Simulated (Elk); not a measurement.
**Optical conductivity and Kerr rotation of Nickel**

How strongly does Nickel turn reflected light?

Method: PBEsol; all-electron APW+lo, Dirac cores, scalar-relativistic bands with second-variational spin-orbit coupling, in Elk 11.2.3 (patched build).

### 1. Starting point

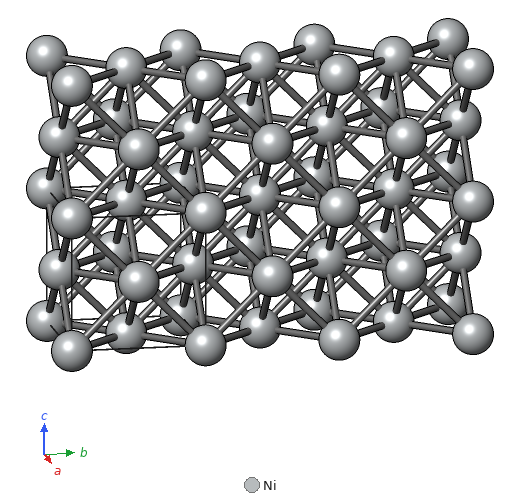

The cell as given, slightly off an axis (nickel light grey). 1×3×2 cells are drawn. This picture shows the conventional cell, with its axes. Some periodic images of atoms are drawn too.

### 2. Ground state with spin–orbit coupling

In a ferromagnet the Kerr effect comes from exchange splitting and spin–orbit coupling together. The parallel order is imposed here; no other order was tried.

In this input [111] lies along z, the axis of the moments and of the light.

Moments are seeded by fields in the spheres (the last three columns under atoms), set against the wanted direction and reduced each loop.

Contents of elk.in:

```
tasks
  0
  15
  33
  73

xctype
  22

rgkmax
  7.0

nempty
  14

swidth
  0.003

reducebf
  0.5

epsengy
  1e-05

maxscl
  100

lmaxi
  3

spinpol
  .true.

spinorb
  .true.

cmagz
  .true.

sppath
  './'

avec
  -2.62595269531 0.70362190408 3.84466158249
  0.70362190408 -2.62595269531 3.84466158249
  1.92233079124 1.92233079124 3.84466158249

atoms
  1
  'Ni.in'
  1
  0.0000000000 0.0000000000 0.0000000000   0.000000 0.000000 -0.030000

ngridk
  12 12 12

plot3d
  0 0 0
  1 0 0
  0 1 0
  0 0 1
  13 13 13
```

The run is started by

```
> OMP_NUM_THREADS=2 elk
```

Numbers of over 12 decimals in the logs are rounded to 6 here.

Log:

```text
Warning(gndstate): core states of species 1 leak from the muffin-tin :   0.4133853177E-03
Warning(chksvso): spin-orbit splittings by the second variation are low [figures from our tests cut]: local-orbitals by j (lorbdm 7 and 8, zora) mend levels alone

--- INFO.OUT ---
┌─────────────────────────┐
│ Elk code version 11.2.3 │
└─────────────────────────┘

All units are atomic (Hartree, Bohr, etc.)

┌─────────────────────────────────────────────────┐
│ Ground-state run starting from atomic densities │
└─────────────────────────────────────────────────┘

Lattice vectors :
  -2.625952695      0.7036219041       3.844661582
  0.7036219041      -2.625952695       3.844661582
   1.922330791       1.922330791       3.844661582

Species : 1 (Ni)
 parameters loaded from : Ni.in
 name : nickel
 nuclear charge    :   -28.00000000
 electronic charge :    28.00000000
 atomic mass :    106991.5231
 muffin-tin radius :    2.329364778
 number of radial points in muffin-tin :    993
 inner part over the whole radius :   0.9875265472E-02
 number on inner part of muffin-tin    :    700
 approximate nuclear radius :   0.7325707712E-04
 number of mesh points to nuclear radius :    335
 atomic positions (lattice), magnetic fields (Cartesian) :
  1 :   0.00000000  0.00000000  0.00000000    0.00000000  0.00000000 -0.03000000

Total number of atoms per unit cell :    1
Total muffin-tin volume :    52.94209487
 ratio of muffin-tin to unit cell volume :   0.7171415360

Spin treatment :
 spin-polarised
 spin-orbit coupling
 global magnetic field (Cartesian) :    0.000000000       0.000000000       0.000000000
 collinear magnetisation in z-direction

Number of Bravais lattice symmetries :   48
Number of crystal symmetries         :    6
Crystal has inversion symmetry
Real symmetric eigensolver will be used

k-point grid :     12    12    12
k-point offset :    0.000000000       0.000000000       0.000000000
k-point set is reduced with full crystal symmetry group
Total number of k-points :      294

Muffin-tin radius times maximum |G+k| :    7.000000000
 using average radius
Maximum |G+k| for APW functions       :    3.005111122
Maximum (1/2)|G+k|²                   :    4.515346427
Maximum |G| for potential and density :    12.00000000
Constant for pseudocharge density :    7
 order of it for each species :   14
 order of it for pair densities of each species (exact exchange by exxq0 0: 14) :   10
Radial integration step length :    1

G-vector grid sizes :     18    18    18
Number of G-vectors :     2109

Maximum angular momentum used for
 APW functions            :    8
 outer part of muffin-tin :    6
 inner part of muffin-tin :    3

Number of empty states         :     14
Total number of valence states :     46
Total number of core states    :     12

Third-order local-orbitals added for an l without core states : T
Total number of local-orbitals :     22

Exchange-correlation functional :     22     0     0
 PBEsol, Phys. Rev. Lett. 100, 136406 (2008)
 gradient requirement :    1
 generalised gradient approximation (GGA)

Smearing type :    3
 Fermi-Dirac
Smearing width :   0.3000000000E-02
Effective electronic temperature (K) :    947.3250744

Mixing type :    3
 Broyden mixing, J. Phys. A: Math. Gen. 17, L317 (1984)

Kohn-Sham potential initialised from atomic data

┌──────────────────────────────┐
│ Self-consistent loop started │
└──────────────────────────────┘

┌─────────────────┐
│ Loop number : 1 │
└─────────────────┘

Energies :
 Fermi                       :     0.195066
 sum of occupied eigenvalues :     -875.93310891174
 electron kinetic            :      1542.1845326745
 core electron kinetic       :      1384.8143703938
 Coulomb                     :     -2999.6379877428
 Coulomb potential           :     -2335.6102444247
 nuclear-nuclear             :     -269.89422819859
 electron-nuclear            :     -3134.7107569207
 Hartree                     :      404.96699737656
 Madelung                    :     -1831.8328655304
 xc potential                :     -82.427547488551
 xc effective B-field        :    -0.37418168009390E-01
 external B-field            :      0.000000
 exchange                    :     -60.659286971271
 correlation                 :     -1.524244
 electron entropic           :    -0.10146935421451E-02
 total energy                :     -1519.6380010965
 (external B-field energy excluded from total)

Density of states at Fermi energy :    33.03434089
 (states/Hartree/unit cell)

Estimated indirect band gap :   0.8194505580E-03
 from k-point 5 to k-point 32
Estimated direct band gap   :   0.1117324714E-02
 at k-point 5

Charges :
 core                        :    12.00000000
 valence                     :    16.00000000
 interstitial                :   0.8235499766
 muffin-tins (core leakage)
  species : 1 (Ni)
   atom 1                    :    27.17645002     (  0.4188488111E-03)
 total in muffin-tins        :    27.17645002
 total calculated charge     :    27.99894479
 total charge                :    28.00000000
 error                       :   0.1055211505E-02

Moments :
 interstitial                :  -0.5108279437E-01
 muffin-tins
  species : 1 (Ni)
   atom 1                    :    1.217728293
 total in muffin-tins        :    1.217728293
 total moment                :    1.166645499

[... earlier loops left out ...]

┌──────────────────┐
│ Loop number : 16 │
└──────────────────┘

Energies :
 Fermi                       :     0.272607
 sum of occupied eigenvalues :     -872.94148127410
 electron kinetic            :      1543.5491786444
 core electron kinetic       :      1384.9773268075
 Coulomb                     :     -3000.8105360238
 Coulomb potential           :     -2334.8598353856
 nuclear-nuclear             :     -269.89422819859
 electron-nuclear            :     -3137.8668570304
 Hartree                     :      406.95054920524
 Madelung                    :     -1833.3806183310
 xc potential                :     -81.619801994755
 xc effective B-field        :    -0.11022384775757E-01
 external B-field            :      0.000000
 exchange                    :     -60.764181189587
 correlation                 :     -1.525873
 electron entropic           :    -0.14076208372887E-02
 total energy                :     -1519.5528194251
 (external B-field energy excluded from total)

Density of states at Fermi energy :    48.85686499
 (states/Hartree/unit cell)

Estimated indirect band gap :   0.1143279012E-02
 from k-point 187 to k-point 172
Estimated direct band gap   :   0.6723376809E-02
 at k-point 67

Charges :
 core                        :    12.00000000
 valence                     :    16.00000000
 interstitial                :   0.7818214386
 muffin-tins (core leakage)
  species : 1 (Ni)
   atom 1                    :    27.21817856     (  0.4133853177E-03)
 total in muffin-tins        :    27.21817856
 total calculated charge     :    27.99895848
 total charge                :    28.00000000
 error                       :   0.1041523490E-02

Moments :
 interstitial                :  -0.2448791684E-01
 muffin-tins
  species : 1 (Ni)
   atom 1                    :   0.6770518010
 total in muffin-tins        :   0.6770518010
 total moment                :   0.6525638841

┌──────────────────────────────┐
│ Self-consistent loop stopped │
└──────────────────────────────┘

Warning : core states of species 1 leak from the muffin-tin :   0.4133853177E-03

Wrote STATE.OUT
```

It took 3 min on 2 threads of Intel Xeon 6975P-C (Granite Rapids), shared host; peak memory 0.1 GiB; 5.9 min of CPU time.

Spin moment in the muffin-tin sphere by atom:

| atom | spin moment in the muffin-tin sphere (μB) |
| --- | --- |
| Ni1 | 0.677 |

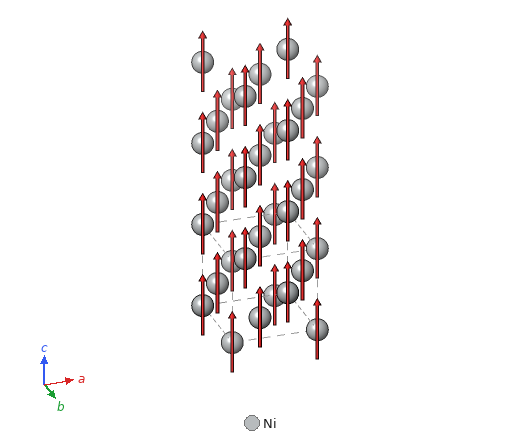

Spin moment in the muffin-tin sphere as arrows, the longest 0.677 μB. Up and down stand for the sign. Arrows give size and sign along the axis of quantisation, drawn up and down the page. 1×1×3 conventional cells are drawn. Some periodic images of atoms are drawn too.

Numbers from this step:

```
density of states at the Fermi level : 1.795 states/eV/cell
moment between the spheres           : -0.02449 μB
magnetization                        : 0.6526 μB
final state                          : ferromagnetic
```

After 16 cycles the largest moment stands at 0.677 μB.

Orbital moment <L> in the sphere by atom:

| atom | x (μB) | y (μB) | z (μB) | size |
| --- | --- | --- | --- | --- |
| Ni1 | 0.0000 | 0.0000 | 0.0484 | 0.0484 |

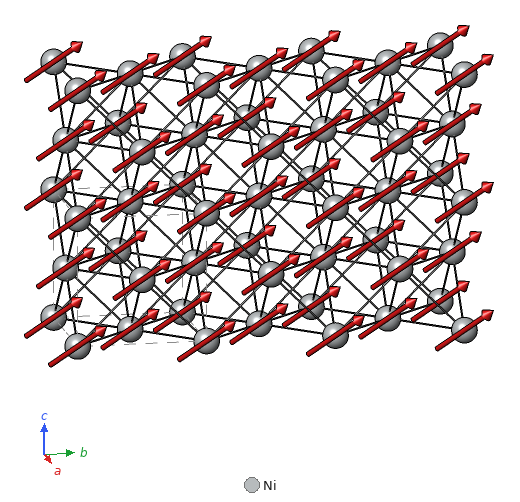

Orbital moment <L> in the sphere as arrows, the longest 0.0484 μB. 1×3×2 conventional cells are drawn. Some periodic images of atoms are drawn too.

### 3. States and momentum matrix elements on a finer mesh

Optical spectra need more k points than the density, so the states are solved once on a finer mesh in the saved potential.

Changes to elk.in since step 2:

```diff
@@ -1,6 +1,4 @@
 tasks
-  0
-  15
-  33
-  73
+  1
+  120
 
@@ -25,3 +23,3 @@
 maxscl
-  100
+  1
 
@@ -51,12 +49,5 @@
   1
-  0.0000000000 0.0000000000 0.0000000000   0.000000 0.000000 -0.030000
+  0.0000000000 0.0000000000 0.0000000000   0.000000 0.000000 -0.000030
 
 ngridk
-  12 12 12
-
-plot3d
-  0 0 0
-  1 0 0
-  0 1 0
-  0 0 1
-  13 13 13
+  19 19 19
```

The run is started by

```
> OMP_NUM_THREADS=2 elk
```

Log:

```text
Warning(gndstate): core states of species 1 leak from the muffin-tin :   0.4133853003E-03
Warning(chksvso): spin-orbit splittings by the second variation are low [figures from our tests cut]: local-orbitals by j (lorbdm 7 and 8, zora) mend levels alone

--- INFO.OUT ---
┌─────────────────────────┐
│ Elk code version 11.2.3 │
└─────────────────────────┘

All units are atomic (Hartree, Bohr, etc.)

┌──────────────────────────────────────────┐
│ Ground-state run resuming from STATE.OUT │
└──────────────────────────────────────────┘

Lattice vectors :
  -2.625952695      0.7036219041       3.844661582
  0.7036219041      -2.625952695       3.844661582
   1.922330791       1.922330791       3.844661582

Species : 1 (Ni)
 muffin-tin radius :    2.329364778
 atomic positions (lattice), magnetic fields (Cartesian) :
  1 :   0.00000000  0.00000000  0.00000000    0.00000000  0.00000000  0.00000000

Total number of atoms per unit cell :    1
Total muffin-tin volume :    52.94209487
 ratio of muffin-tin to unit cell volume :   0.7171415360

Spin treatment :
 spin-polarised
 spin-orbit coupling
 global magnetic field (Cartesian) :    0.000000000       0.000000000       0.000000000
 collinear magnetisation in z-direction

Number of Bravais lattice symmetries :   48
Number of crystal symmetries         :    6
Crystal has inversion symmetry
Real symmetric eigensolver will be used

k-point grid :     19    19    19
k-point offset :    0.000000000       0.000000000       0.000000000
k-point set is reduced with full crystal symmetry group
Total number of k-points :     1150

Muffin-tin radius times maximum |G+k| :    7.000000000
 using average radius
Maximum |G+k| for APW functions       :    3.005111122
[...]
┌─────────────────┐
│ Loop number : 1 │
└─────────────────┘

Reached self-consistent loops maximum

Energies :
 Fermi                       :     0.272945
 sum of occupied eigenvalues :     -872.94145231170
 electron kinetic            :      1543.5535219736
 core electron kinetic       :      1384.9772952386
 Coulomb                     :     -3000.8143645787
 Coulomb potential           :     -2334.8587588433
 nuclear-nuclear             :     -269.89422819859
 electron-nuclear            :     -3137.8800993673
 Hartree                     :      406.95996298715
 Madelung                    :     -1833.3849851571
 xc potential                :     -81.625383049507
 xc effective B-field        :    -0.10649246825107E-01
 external B-field            :      0.000000
 exchange                    :     -60.764533230072
 correlation                 :     -1.525892
 electron entropic           :    -0.14113265367433E-02
 total energy                :     -1519.5526792248
 (external B-field energy excluded from total)

Density of states at Fermi energy :    48.77852545
 (states/Hartree/unit cell)

Estimated indirect band gap :   0.7529140745E-04
 from k-point 295 to k-point 452
Estimated direct band gap   :   0.1898013828E-02
 at k-point 125

Charges :
 core                        :    12.00000000
 valence                     :    16.00000000
 interstitial                :   0.7816215382
 muffin-tins (core leakage)
  species : 1 (Ni)
   atom 1                    :    27.21837846     (  0.4133853003E-03)
 total in muffin-tins        :    27.21837846
 total calculated charge     :    27.99895045
 total charge                :    28.00000000
 error                       :   0.1049545839E-02

Moments :
 interstitial                :  -0.2452161599E-01
 muffin-tins
  species : 1 (Ni)
   atom 1                    :   0.6641169676
 total in muffin-tins        :   0.6641169676
 total moment                :   0.6395953516

┌──────────────────────────────┐
│ Self-consistent loop stopped │
└──────────────────────────────┘

Warning : core states of species 1 leak from the muffin-tin :   0.4133853003E-03
```

It took 72 s on 2 threads; peak memory 0.22 GiB.

This step gave:

```
magnetization  : 0.6396 μB
largest moment : 0.6641 μB
```

### 4. Optics with a broadening of 0.20 eV

The broadening stands for the lifetime of the excited states; it lowers and widens the peaks.

Changes to elk.in since step 3:

```diff
@@ -1,4 +1,4 @@
 tasks
-  1
-  120
+  121
+  122
 
@@ -14,3 +14,3 @@
 swidth
-  0.003
+  0.0075
 
@@ -23,3 +23,3 @@
 maxscl
-  1
+  100
 
@@ -35,2 +35,5 @@
 cmagz
+  .true.
+
+intraband
   .true.
@@ -53 +56,10 @@
   19 19 19
+
+wplot
+  240 100 0
+  0.00000 0.30000
+
+optcomp
+  1 1
+  1 2
+  3 3
```

The run is started by

```
> OMP_NUM_THREADS=2 elk
```

Log:

```text
┌─────────────────────────────────┐
│ Elk code version 11.2.3 started │
└─────────────────────────────────┘

Info(readinput): the functional depends on the density's gradient
 muffin-tin radial points multiplied by    2.00000
 (not where nrmtscf is given)

┌────────────────────┐
│ Current task : 121 │
└────────────────────┘

Info(checkmt): changed muffin-tin radius of species 1 (Ni) from   2.4000 to   2.3294

Info(dielectric):
 dielectric tensor written to EPSILON_ij.OUT
 optical conductivity written to SIGMA_ij.OUT
 plasma frequency written to PLASMA_ij.OUT
 for components
  i = 1, j = 1
  i = 1, j = 2
  i = 3, j = 3

┌────────────────────┐
│ Current task : 122 │
└────────────────────┘

Warning(chksvso): spin-orbit splittings by the second variation are low [figures from our tests cut]: local-orbitals by j (lorbdm 7 and 8, zora) mend levels alone

Info(dielectric):
 dielectric tensor written to EPSILON_ij.OUT
 optical conductivity written to SIGMA_ij.OUT
 plasma frequency written to PLASMA_ij.OUT
 for components
  i = 1, j = 1
  i = 1, j = 2

Info(moke):
 complex Kerr angle in degrees written to KERR.OUT

┌──────────────────┐
│ Elk code stopped │
└──────────────────┘
```

Run time: 55 s. Hardware: 2 threads; peak memory 0.05 GiB; 1.8 min of CPU time.

Intraband term included. Polar Kerr angle against photon energy; values in degrees:

| photon energy (eV) | rotation | ellipticity |
| --- | --- | --- |
| 0.0 | 0 | 0 |
| 0.5 | -0.0945 | 0.0217 |
| 1.0 | -0.0734 | -0.0992 |
| 1.5 | 0.0540 | -0.210 |
| 2.0 | 0.0952 | -0.0677 |
| 2.5 | 0.122 | -0.0933 |
| 3.0 | 0.115 | -0.0240 |
| 3.5 | 0.199 | -0.0528 |
| 4.0 | 0.312 | 0.0434 |
| 4.5 | 0.381 | 0.372 |
| 5.0 | -0.239 | 0.373 |
| 5.5 | -0.220 | 0.0926 |
| 6.0 | -0.123 | -0.0111 |
| 6.5 | 0.00774 | -0.0232 |
| 7.0 | 0.0167 | 0.0788 |
| 7.5 | -0.0419 | 0.0281 |
| 8.0 | 0.00988 | 0.0838 |

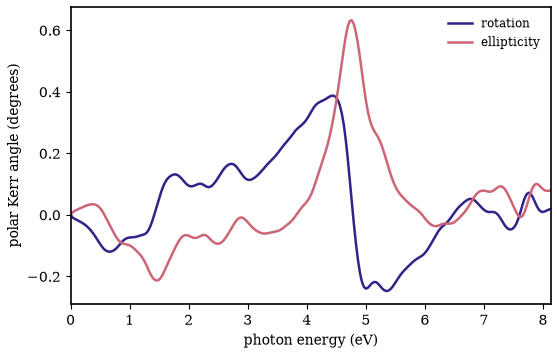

Polar Kerr angle against photon energy.

(Continued in part 2 of 2.)

[Logs and program files are shortened in this print: banners, set-up blocks, solver, clock and traceback lines can be left out without a mark of their own.]

[Logs are printed without paths, hosts, clocks, repeated set-up lines and the standing remarks that a program may print on its own settings, such as how far it seeks lower states.]

[Hosts, paths, dates, database ids (printed as entryN), source tags and the programs' standing remarks are cut or masked in the printed files.]

[Where a cell is said to come from a database of computed structures, the database is the Materials Project.]
